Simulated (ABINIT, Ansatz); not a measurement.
# Quasiparticle gap of CdS (Greenockite) in ABINIT, part 3 of 3

Aim: the G0W0 gap of CdS (Greenockite) on PBE, step by step.

ABINIT 10.8.3; PBE and many-body steps on it, plane waves. Known limits of the many-body steps: not at the basis limit; no spin-orbit coupling; coarse k mesh.

So far. Step 4 (Empty states on the mesh, 3×3×2 mesh, 475 bands): On this mesh the gap is 1.175 eV. Step 5 (Screening, 3×3×2 mesh, 433 bands, screening to 217.7 eV): Local fields lower ε∞ by 6 %. On a Γ-centred mesh this coarse the value itself is usually too large, while a short band sum pulls it down.

The database entry behind the starting cell differs from later determinations by our own check (about 0.35 % long), so it need not match the best structure at ambient conditions.

## (6) Self-energy, 3×3×2 mesh, 433 bands, screening to 217.7 eV

The self-energy is evaluated for the states that the input lists, and the levels follow from it, in one-shot runs by the linearised quasiparticle equation.

This step: G0W0 on PBE, plane waves, norm-conserving pseudopotentials.

Contents of run.abi:

```
acell 3*1.0 Angstrom
rprim 
  4.149999999997 0.000000000001 0.000000000000
  -2.074999999999 3.594005425702 0.000000000000
  0.000000000000 0.000000000000 6.737000000000
ntypat 2
znucl 48 16
natom 4
typat 1 1 2 2
xred 
  0.333333333333 0.666666666667 0.000000000000
  0.666666666667 0.333333333333 0.500000000000
  0.333333333333 0.666666666667 0.375000000000
  0.666666666667 0.333333333333 0.875000000000
pp_dirpath "pseudos"
pseudos "Cd.upf, S.upf"
ecut 47
ngkpt 3 3 2
nshiftk 1
shiftk 0 0 0
kptopt 1
chksymbreak 0
istwfk *1
occopt 1
irdwfk 1
optdriver 4
nband 433
gwcalctyp 0
ecutsigx 47
symsigma 1
nkptgw 1
kptgw 
  0.0000000000 0.0000000000 0.0000000000
bdgw 
  25 28
ecuteps 8
irdscr 1
ppmodel 1
indata_prefix "in"
outdata_prefix "out"
tmpdata_prefix "tmp"
```

On the command line:

```
$ OMP_NUM_THREADS=1 mpirun -n 4 abinit run.abi > log
```

Numbers of over 12 decimals in the logs are rounded to 6 here.

The program printed:

```text
.Version 10.8.3 of ABINIT. v10.8.2 released Aug 2026.

 Symmetries : space group P6_3 m c (#186); Bravais hP (primitive hexag.)
[... echo of the input left out ...]
== DATASET  1 ==================================================================
-   mpi_nproc: 4, omp_nthreads: 1 (-1 if OMP is not activated)

--- !DatasetInfo
iteration_state: {dtset: 1, }
dimensions: {natom: 4, nkpt: 6, mband: 433, nsppol: 1, nspinor: 1, nspden: 1, mpw: 10458, }
cutoff_energies: {ecut:  47.0, pawecutdg:  -1.0, }
electrons: {nelect:   5.20000000E+01, charge:   0.00000000E+00, occopt:   1.00000000E+00, tsmear:   1.00000000E-02, }

 SIGMA: Calculation of the GW corrections

 Based on a program developped by R.W. Godby, V. Olevano, G. Onida, and L. Reining.
 Incorporated in ABINIT by V. Olevano, G.-M. Rignanese, and M. Torrent.
.Using double precision arithmetic ; gwpc =  8

[... cell and pseudopotentials left out ...]
--------------------------------------------------------------------------------

 ==== K-mesh for the wavefunctions ====
 Number of points in the irreducible wedge :     6
[... list of points left out ...]
 Together with 12 symmetry operations and time-reversal symmetry
 yields    18 points in the full Brillouin Zone.

 ==== Q-mesh for screening function ====
 Number of points in the irreducible wedge :     6
[... list of points left out ...]
 Together with 12 symmetry operations and time-reversal symmetry
 yields    18 points in the full Brillouin Zone.

 vcoul_init : cutoff-mode = AUXILIARY_FUNCTION
 q-points for optical limit:   1
     1)      0.000010    0.000020    0.000030
 setmesh: FFT mesh size selected  =    45x   45x   80
          total number of points  =       162000

 Number of electrons calculated from density =   52.0000; Expected =   52.0000
 average of density, n =  0.076686
 r_s =    1.4602
 omega_plasma =   26.7124 [eV]

 === KS Band Gaps ===
  >>>> For spin  1
   Minimum direct gap =   1.1750 [eV], located at k-point      :   0.0000  0.0000  0.0000
   Fundamental gap    =   1.1750 [eV], Top of valence bands at :   0.0000  0.0000  0.0000
                                       Bottom of conduction at :   0.0000  0.0000  0.0000
 SIGMA fundamental parameters:
 PLASMON POLE MODEL  1
 number of plane-waves for SigmaX                10383
 number of plane-waves for SigmaC and W            713
 number of plane-waves for wavefunctions         10383
 number of bands                                   433
 number of independent spin polarizations            1
 number of spinorial components                      1
 number of k-points in IBZ                           6
 number of q-points in IBZ                           6
 number of symmetry operations                      12
 number of k-points in BZ                           18
 number of q-points in BZ                           18
 number of frequencies for dSigma/dE                 9
 frequency step for dSigma/dE [eV]                0.25
 number of omega for Sigma on real axis              0
 max omega for Sigma on real axis  [eV]           0.00
 zcut for avoiding poles [eV]                     0.10

 EPSILON^-1 parameters (SCR file):
 dimension of the eps^-1 matrix on file            713
 dimension of the eps^-1 matrix used               713
 number of plane-waves for wavefunctions         10383
 number of bands                                   433
 number of q-points in IBZ                           6
 number of frequencies                               2
 number of real frequencies                          1
 number of imag frequencies                          1

 matrix elements of self-energy operator (all in [eV])

 Perturbative Calculation

--- !SelfEnergy_ee
iteration_state: {dtset: 1, }
kpoint     : [   0.000,    0.000,    0.000, ]
spin       : 1
KS_gap     :    1.175
QP_gap     :    2.082
Delta_QP_KS:    0.907
data: !SigmaeeData |
     Band     E0 <VxcDFT>   SigX SigC(E0)      Z dSigC/dE  Sig(E)    E-E0       E
       25   4.259 -15.271 -18.229   1.953   0.777  -0.288 -16.051  -0.780   3.479
       26   4.259 -15.271 -18.229   1.953   0.777  -0.288 -16.051  -0.780   3.479
       27   5.434 -10.670  -6.577  -3.936   0.811  -0.233 -10.543   0.127   5.561
       28   7.023 -11.014  -6.546  -4.184   0.812  -0.231 -10.784   0.230   7.253

== END DATASET(S) ==============================================================
================================================================================

 -outvars: echo values of variables after computation  --------
           etotal      0.0000000000E+00
            nband         433
             nkpt           6
          spgroup         186
 [... the other variables as echoed above ...]

 Calculation completed.
```

Wall time 66 s (4 MPI ranks of Arm Neoverse V1, shared host); peak memory 3.6 GiB; 4.4 min of CPU time.

Numbers from this step:

- G0W0 gap on the points computed: 2.082 eV
- starting gap on the mesh: 1.175 eV
- k of the valence top: 0, 0, 0
- k of the conduction bottom: 0, 0, 0
- Z at the valence top: 0.777
- Z at the conduction bottom: 0.811
- least direct G0W0 gap on the computed points: 2.082 eV

The gap on the mesh goes from 1.18 eV to 2.08 eV, a correction of +0.91 eV.

Limits: finite bands, cutoff and mesh; no spin-orbit coupling; coarse k mesh. v1 is the top filled band, c1 the lowest empty one. Levels before and after the correction, in eV, zero at the valence-band top of each column:

```
           conduction bottom  valence top
Kohn-Sham               1.18         0.00
     G0W0               2.08         0.00
```

```
             level  energy (eV)
Kohn-Sham  Γ v2-v1        0.000
Kohn-Sham     Γ c1        1.175
Kohn-Sham     Γ c2        2.764
     G0W0  Γ v2-v1        0.000
     G0W0     Γ c1        2.082
     G0W0     Γ c2        3.774
```

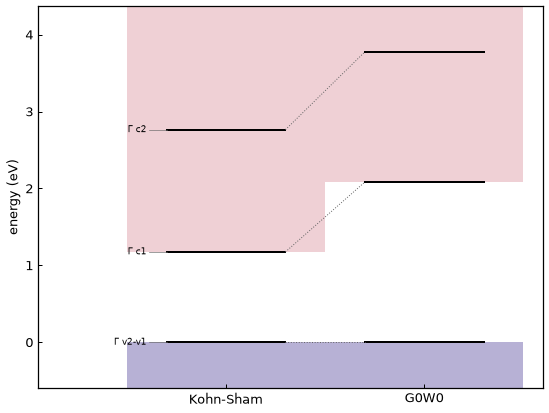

Levels before and after the correction. Shaded: valence and conduction bands.

## (7) Where the time went

Times are wall times on 4 MPI ranks of Arm Neoverse V1, shared host, good to a factor of about two.

```
                          step     time  share  memory (GiB)
                  ground state     54 s    3 %          0.46
bands along the symmetry lines     96 s    6 %          0.52
      empty states on the mesh   18 min   63 %          0.84
                     screening  6.6 min   24 %           3.5
                   self-energy     66 s    4 %           3.6
```

## (8) Results

```
PBE gap              : 1.18 eV, direct
G0W0 gap on the mesh : 2.08 eV
GW settings          : 3×3×2 mesh, 433 bands, screening to 217.7 eV, Godby-Needs plasmon pole
known limits         : not at the basis limit; no spin-orbit coupling; coarse k mesh
```

What this shows: G0W0 moves the gap on the mesh from 1.18 eV to 2.08 eV (+0.91 eV), with Z of 0.78 and 0.81 at the edges. Local fields lower the RPA ε∞ on this mesh from 14.74 to 13.91; a Γ-centred mesh this coarse tends to raise both, most where the direct gap is narrow, while a short band sum lowers them. Only 1 of the mesh's irreducible points was corrected, so a valley elsewhere could overtake. The dearest step here is «empty states on the mesh». Bands and cutoff are finite, so the gap is not at the basis limit. The miss can reach some tenths of an eV and take either sign; the mesh is an error of its own. In the G0W0 run levels were corrected at 1 k point alone, so a gap called «on the mesh» is the least over those, and an edge elsewhere would be missed. The 3×3×2 mesh is coarse for this cell, which bears on the long-range parts of exchange and screening. The many-body steps are scalar-relativistic: spin-orbit coupling is not in them.

[Paths, hosts, dates, memory and timing lines, banners, echoed tables and standing remarks are left out of the program output.]

[Logs are printed without paths, hosts, clocks, repeated set-up lines and the standing remarks that a program may print on its own settings, such as how far it seeks lower states.]

[Runs of the session that timed out or met a known fault of the program may be left out.]

[Hosts, paths, dates, database ids (printed as entryN), source tags and the programs' standing remarks are cut or masked in the printed files.]

[G0W0 gaps are taken among the corrected bands and points alone; a level outside them can change the order at an edge.]

[Where Ansatz stands beside ABINIT at settings called matched, ABINIT's density can come from a denser mesh and the files from another edition; pairs whose starting gaps differed by over 0.03 eV were left out, so agreement reads better than it is.]
